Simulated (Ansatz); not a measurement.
**One shape, several levels: CH6GeOS (SMILES C[O][GeH2][SH])**

Aim: a comparison of 6 runs (HF/STO-3G, HF/3-21G, B3LYP/6-31G*, B2PLYP/cc-pVDZ, PBE/def2-SVP, PBE0/def2-SVP) of CH6GeOS. 

The results are computed with Ansatz 0.2.0.

### 1 Starting point

CH6GeOS: 10 atoms, total charge 0, spin state singlet. SMILES: `C[O][GeH2][SH]`. Geometry: relaxed at PBE0-D4/def2-TZVP. This is one conformer, not always the lowest.

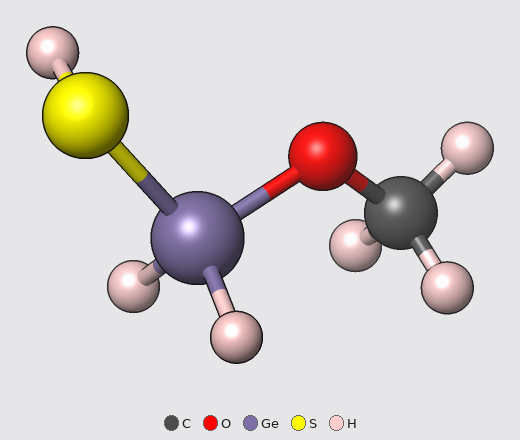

The structure, seen from a chosen angle (carbon dark grey, oxygen red, germanium purple, sulfur yellow, hydrogen pink).

### 2 Energy and gradient at HF/STO-3G (run 1)

File in.yaml:

```yaml
crystal:
  periodic: [false, false, false]
  atoms:
    - {symbol: C, position_ang: [0.438000, 1.561300, 0.498600]}
    - {symbol: O, position_ang: [0.770600, 0.213100, 0.267000]}
    - {symbol: Ge, position_ang: [-0.403100, -0.782800, -0.624000]}
    - {symbol: S, position_ang: [0.327700, -2.859100, -0.570300]}
    - {symbol: H, position_ang: [0.394700, 2.143000, -0.431700]}
    - {symbol: H, position_ang: [-0.524500, 1.670800, 1.017100]}
    - {symbol: H, position_ang: [1.214400, 1.995000, 1.132800]}
    - {symbol: H, position_ang: [-1.768700, -0.626700, 0.073300]}
    - {symbol: H, position_ang: [-0.448500, -0.358100, -2.101700]}
    - {symbol: H, position_ang: [0.082500, -3.007500, 0.741900]}
basis:
  gaussian:
    orbitals: STO-3G
magnetization:
  spin_polarized: false
  initial_magnetization: 0
hamiltonian:
  xc: hf
accuracy: high
output: {forces: true, orbitals: {seedname: orbitals}}
```

On the command line:

```sh
$ ansatz run in.yaml --threads 1 --pin off --max-ram 2610MiB --events-out events.jsonl --progress --plain --runs-dir runs
```

The program printed, cut to the lines that bear on the results:

```text
Warning: RAYON_NUM_THREADS=1 ignored (pool sized by the plan → 1); use --threads N
Functional definition: HF
  name "HF"
[...]
774 factors; integrals over basis functions are off by at most 1.1e-8 eV
[...]
mean field -69653.18311565 eV, -2559.7072668770 hartree, gradient 1.9e-8 eV, S^2 0.000000; 0 other end points of the search recorded, 0 dependent functions left out
[...]
reference -69653.18311565 eV, -2559.7072668770 hartree; 34, 34 occupied and 9, 9 virtual orbitals, 774 factors
Total energy: -69653.18311565 eV, -2559.7072668770 hartree
Atom 0 at     0.438000     1.561300     0.498600 Å, force    -0.424369     0.270500    -0.111561 eV/Å
Atom 1 at     0.770600     0.213100     0.267000 Å, force    -0.117119    -1.512119    -0.505224 eV/Å
Atom 2 at    -0.403100    -0.782800    -0.624000 Å, force    -0.885046     0.856698    -0.565259 eV/Å
Atom 3 at     0.327700    -2.859100    -0.570300 Å, force    -0.334916     0.567980     0.662675 eV/Å
Atom 4 at     0.394700     2.143000    -0.431700 Å, force    -0.066215     0.142512     0.120386 eV/Å
Atom 5 at    -0.524500     1.670800     1.017100 Å, force     0.072166     0.207953    -0.039905 eV/Å
Atom 6 at     1.214400     1.995000     1.132800 Å, force     0.009454     0.152480     0.041323 eV/Å
Atom 7 at    -1.768700    -0.626700     0.073300 Å, force     1.663538    -0.213463    -0.997112 eV/Å
Atom 8 at    -0.448500    -0.358100    -2.101700 Å, force    -0.067880    -0.423568     1.911167 eV/Å
Atom 9 at     0.082500    -3.007500     0.741900 Å, force     0.150387    -0.048974    -0.516490 eV/Å
Dipole moment:    -0.325317     0.158236     0.027449 e Å
```

It took 6 s on 1 thread of Intel Xeon at 2.50GHz (Skylake/Cascade Lake), shared host.

### 3 Energy and gradient at HF/3-21G (run 2)

File run.yaml:

```yaml
crystal:
  periodic: [false, false, false]
  atoms:
    - {symbol: C, position_ang: [0.438000, 1.561300, 0.498600]}
    - {symbol: O, position_ang: [0.770600, 0.213100, 0.267000]}
    - {symbol: Ge, position_ang: [-0.403100, -0.782800, -0.624000]}
    - {symbol: S, position_ang: [0.327700, -2.859100, -0.570300]}
    - {symbol: H, position_ang: [0.394700, 2.143000, -0.431700]}
    - {symbol: H, position_ang: [-0.524500, 1.670800, 1.017100]}
    - {symbol: H, position_ang: [1.214400, 1.995000, 1.132800]}
    - {symbol: H, position_ang: [-1.768700, -0.626700, 0.073300]}
    - {symbol: H, position_ang: [-0.448500, -0.358100, -2.101700]}
    - {symbol: H, position_ang: [0.082500, -3.007500, 0.741900]}
basis:
  gaussian:
    orbitals: 3-21G-spherical.json
hamiltonian:
  xc: hf
accuracy: high
output: {forces: true, orbitals: {seedname: orbitals}}
```

The basis set 3-21G is read from a file made from the Basis Set Exchange's data (not shown).

On the command line:

```sh
$ ansatz run run.yaml --threads 1 --pin off --max-ram 2610MiB --events-out events.jsonl --progress --plain --runs-dir runs
```

The program printed, cut to the lines that bear on the results:

```text
Warning: RAYON_NUM_THREADS=1 ignored (pool sized by the plan → 1); use --threads N
[... 2 set-up lines as earlier in the session ...]
[...]
1371 factors; integrals over basis functions are off by at most 1.4e-8 eV
[...]
mean field -70110.48602175 eV, -2576.5128387050 hartree, gradient 2.1e-8 eV, S^2 0.000000; 0 other end points of the search recorded, 0 dependent functions left out
[...]
reference -70110.48602175 eV, -2576.5128387050 hartree; 34, 34 occupied and 31, 31 virtual orbitals, 1371 factors
Total energy: -70110.48602175 eV, -2576.5128387050 hartree
Atom 0 at     0.438000     1.561300     0.498600 Å, force     0.146262     1.592663     0.554371 eV/Å
Atom 1 at     0.770600     0.213100     0.267000 Å, force    -1.010238    -1.601720    -0.894684 eV/Å
Atom 2 at    -0.403100    -0.782800    -0.624000 Å, force     0.545727     1.825551     0.078130 eV/Å
Atom 3 at     0.327700    -2.859100    -0.570300 Å, force     0.141970    -0.902303     0.052847 eV/Å
Atom 4 at     0.394700     2.143000    -0.431700 Å, force    -0.021346    -0.176393     0.331863 eV/Å
Atom 5 at    -0.524500     1.670800     1.017100 Å, force     0.312849     0.007295    -0.197707 eV/Å
Atom 6 at     1.214400     1.995000     1.132800 Å, force    -0.345341    -0.093533    -0.256790 eV/Å
Atom 7 at    -1.768700    -0.626700     0.073300 Å, force     0.101236    -0.112745    -0.038657 eV/Å
Atom 8 at    -0.448500    -0.358100    -2.101700 Å, force    -0.025187    -0.095170     0.128845 eV/Å
Atom 9 at     0.082500    -3.007500     0.741900 Å, force     0.154069    -0.443645     0.241783 eV/Å
Dipole moment:    -0.495948     0.531813     0.136601 e Å
```

It took 7.2 s on 1 thread of Intel Xeon at 2.50GHz (Skylake/Cascade Lake), shared host.

### 4 Energy and forces at B3LYP/6-31G(d) (Cartesian functions) (run 3)

File input.yaml:

```yaml
crystal:
  periodic: [false, false, false]
  atoms:
    - symbol: C
      position_ang: [0.438000, 1.561300, 0.498600]
    - symbol: O
      position_ang: [0.770600, 0.213100, 0.267000]
    - symbol: Ge
      position_ang: [-0.403100, -0.782800, -0.624000]
    - symbol: S
      position_ang: [0.327700, -2.859100, -0.570300]
    - symbol: H
      position_ang: [0.394700, 2.143000, -0.431700]
    - symbol: H
      position_ang: [-0.524500, 1.670800, 1.017100]
    - symbol: H
      position_ang: [1.214400, 1.995000, 1.132800]
    - symbol: H
      position_ang: [-1.768700, -0.626700, 0.073300]
    - symbol: H
      position_ang: [-0.448500, -0.358100, -2.101700]
    - symbol: H
      position_ang: [0.082500, -3.007500, 0.741900]
basis:
  gaussian:
    orbitals: "6-31G*"
hamiltonian:
  xc: {name: B3LYP}
accuracy: high
output:
  forces: true
  orbitals: {seedname: orbitals}
```

On the command line:

```sh
$ ansatz run input.yaml --threads 1 --pin off --max-ram 2610MiB --events-out events.jsonl --progress --plain --runs-dir runs
```

The program printed, cut to the lines that bear on the results:

```text
Warning: RAYON_NUM_THREADS=1 ignored (pool sized by the plan → 1); use --threads N
Functional definition: B3LYP
  name "B3LYP"
[...]
2046 factors; integrals over basis functions are off by at most 5.0e-9 eV
[...]
mean field -70529.65377546 eV, -2591.9169695317 hartree, gradient 2.5e-8 eV, S^2 0.000000; 0 other end points of the search recorded, 0 dependent functions left out
[...]
reference -70529.65381785 eV, -2591.9169710896 hartree; 34, 34 occupied and 62, 62 virtual orbitals, 2046 factors
Total energy: -70529.65381785 eV, -2591.9169710896 hartree
Atom 0 at     0.438000     1.561300     0.498600 Å, force    -0.092267     0.286090     0.040855 eV/Å
Atom 1 at     0.770600     0.213100     0.267000 Å, force     0.432450    -0.130776     0.196332 eV/Å
Atom 2 at    -0.403100    -0.782800    -0.624000 Å, force    -0.272642     0.138349    -0.209321 eV/Å
Atom 3 at     0.327700    -2.859100    -0.570300 Å, force     0.139110    -0.377687    -0.179950 eV/Å
Atom 4 at     0.394700     2.143000    -0.431700 Å, force     0.000009     0.076148    -0.081649 eV/Å
Atom 5 at    -0.524500     1.670800     1.017100 Å, force    -0.086486     0.034380     0.057654 eV/Å
Atom 6 at     1.214400     1.995000     1.132800 Å, force     0.076721     0.042356     0.060913 eV/Å
Atom 7 at    -1.768700    -0.626700     0.073300 Å, force    -0.155367    -0.015749     0.056943 eV/Å
Atom 8 at    -0.448500    -0.358100    -2.101700 Å, force    -0.025715     0.010219    -0.150526 eV/Å
Atom 9 at     0.082500    -3.007500     0.741900 Å, force    -0.015813    -0.063330     0.208750 eV/Å
Dipole moment:    -0.325042     0.301251     0.109468 e Å
```

Wall time 41 s (1 thread of Intel Xeon at 2.50GHz (Skylake/Cascade Lake), shared host); peak memory 0.38 GiB.

Runs 4 to 5 aren't shown in full; the table further down has their settings and results.

### 5 Energy and gradient at PBE0/def2-SVP (run 6)

File input.yaml:

```yaml
crystal:
  periodic: [false, false, false]
  atoms:
    - {symbol: C, position_ang: [0.438000, 1.561300, 0.498600]}
    - {symbol: O, position_ang: [0.770600, 0.213100, 0.267000]}
    - {symbol: Ge, position_ang: [-0.403100, -0.782800, -0.624000]}
    - {symbol: S, position_ang: [0.327700, -2.859100, -0.570300]}
    - {symbol: H, position_ang: [0.394700, 2.143000, -0.431700]}
    - {symbol: H, position_ang: [-0.524500, 1.670800, 1.017100]}
    - {symbol: H, position_ang: [1.214400, 1.995000, 1.132800]}
    - {symbol: H, position_ang: [-1.768700, -0.626700, 0.073300]}
    - {symbol: H, position_ang: [-0.448500, -0.358100, -2.101700]}
    - {symbol: H, position_ang: [0.082500, -3.007500, 0.741900]}
basis:
  gaussian:
    orbitals: def2-SVP
hamiltonian:
  xc: pbe0
accuracy: high
output: {forces: true, orbitals: {seedname: orbitals}}
```

On the command line:

```sh
$ ansatz run input.yaml --threads 1 --pin off --max-ram 2610MiB --events-out events.jsonl --progress --plain --runs-dir runs
```

The program printed:

```text
Warning: RAYON_NUM_THREADS=1 ignored (pool sized by the plan → 1); use --threads N
[... 16 lines left out ...]
Total energy: -70508.82271323 eV, -2591.1514421145 hartree
[... 10 lines left out ...]
Dipole moment:    -0.313011     0.266057     0.109921 e Å
```

Wall time 31 s (1 thread of Intel Xeon at 2.50GHz (Skylake/Cascade Lake), shared host); peak memory 0.45 GiB.

### 6 All runs side by side

```
run                               level  Cartesian functions  frozen core orbitals   energy (Eh)  dipole moment (D)  HOMO energy (eV)  LUMO energy (eV)  wall time
  1                           HF/STO-3G                   no                     –  -2559.707267               1.74             -7.34             10.13        6 s
  2                            HF/3-21G                   no                     –  -2576.512839               3.55            -10.55              3.59      7.2 s
  3  B3LYP/6-31G* (Cartesian functions)                  yes                     –  -2591.916971               2.19             -7.17              0.08       41 s
  4                      B2PLYP/cc-pVDZ                   no                    16  -2591.459315               1.92             -8.48              1.76    1.8 min
  5                        PBE/def2-SVP                   no                     –  -2591.050743               1.83             -6.13             -0.35       35 s
  6                       PBE0/def2-SVP                   no                     –  -2591.151442               2.04             -7.45              0.61       31 s
```

### 7 Results

| quantity | value |
| --- | --- |
| run 6: total energy | -2591.15144 Eh |
| run 6: dipole moment | 2.04 D |
| run 6: HOMO energy | -7.45 eV |
| run 6: LUMO energy | 0.61 eV |
| run 6: HOMO–LUMO gap | 8.06 eV |
| run 6: largest force on an atom | 0.552 eV/Å |

What this shows: The dipole moment (its size) runs from 1.74 D (HF/STO-3G) to 3.55 D (HF/3-21G). The HOMO–LUMO gap runs from 5.78 eV (PBE/def2-SVP) to 17.47 eV (HF/STO-3G). The two ends differ in method and basis. Totals of different functionals can't be ranked against each other. In run 1 the basis is minimal, so the values are rough. All runs together took 3.8 min, the longest 1.8 min.
